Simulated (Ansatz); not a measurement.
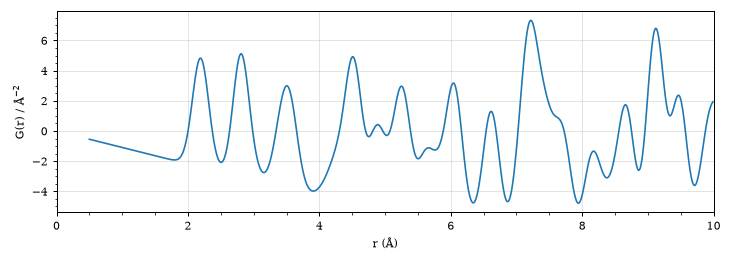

Computed neutron G(r), with each pair weighted by the product of the tabulated coherent neutron scattering lengths (natural isotope mix where the element has one) and a uniform peak width σ = 0.12 Å.

Candidate structures:

A. 
```cif
data_structure
_symmetry_space_group_name_H-M 'R-3m:H'
_symmetry_Int_Tables_number 166
_cell_length_a 2.8103
_cell_length_b 2.8103
_cell_length_c 25.2478
_cell_angle_alpha 90.000
_cell_angle_beta 90.000
_cell_angle_gamma 120.000
_cell_volume 172.68
loop_
_atom_site_label
_atom_site_type_symbol
_atom_site_symmetry_multiplicity
_atom_site_Wyckoff_symbol
_atom_site_fract_x
_atom_site_fract_y
_atom_site_fract_z
_atom_site_occupancy
W1 W 3 a 0.00000 0.00000 0.00000 1
W2 W 6 c 0.00000 0.00000 0.21595 1
N1 N 6 c 0.33333 0.66667 0.06035 1
```

B. 
```
P W
1.0
     5.64319    0.00000    0.00000
    -2.82159    4.88714    0.00000
     0.00000    0.00000    4.44983
P W
6 2
Cartesian
  2.8216 3.0144 1.1125
  -1.1998 3.9508 3.3374
  1.6218 0.9363 1.1125
  0.0000 1.8727 3.3374
  4.0214 0.9363 1.1125
  1.1998 3.9508 3.3374
  0.0000 3.2581 1.1125
  2.8216 1.6290 3.3374
```

Origins: A, the geometry relaxed with DFT PBE, scalar-relativistic, plane waves, PAW (Ansatz 0.2.0); the starting structure was generated, so it need not be a known form of this composition; B, the geometry relaxed with Ansatz 0.2.0, DFT PBE, scalar-relativistic, plane waves, PAW; the starting structure was generated, so it need not be a known form of this composition.

Q: From which structure was the curve computed?

A: Candidate A, W3N2, R-3m (first clear peaks at 2.19 Å (W–N) and 2.81 Å (N–N, W–W)). B would give first clear peaks at 2.84 Å (P–W, P–P) and 3.80 Å (P–P, W–W).
